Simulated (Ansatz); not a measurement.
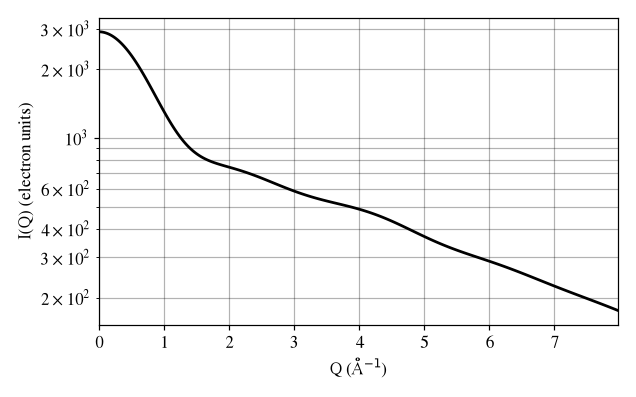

Elastic X-ray scattering of a randomly oriented, rigid molecule, calculated with the Debye equation from neutral-atom form factors (independent atoms, no Compton part, no vibration). The geometry is the end point of an optimisation (Ansatz 0.2.0, RKS B3LYP-D4/def2-mTZVP); it may be a saddle point or a higher isomer. It contains Ge, C, H.

How many electrons does the independent-atom model of the molecule hold?

Answer. I(0) is the square of the electron number: I(0) = 2910, so about 54 electrons, the count of C2H10Ge.

What radius of gyration does the initial fall-off give?

Answer. From I(Q) ≈ I(0) exp(−Q²R²/3) at small Q, R ≈ 1.72 Å. It is larger than the electron-weighted radius of the nuclear positions alone (1.58 Å), because each atom's electron cloud adds to it.
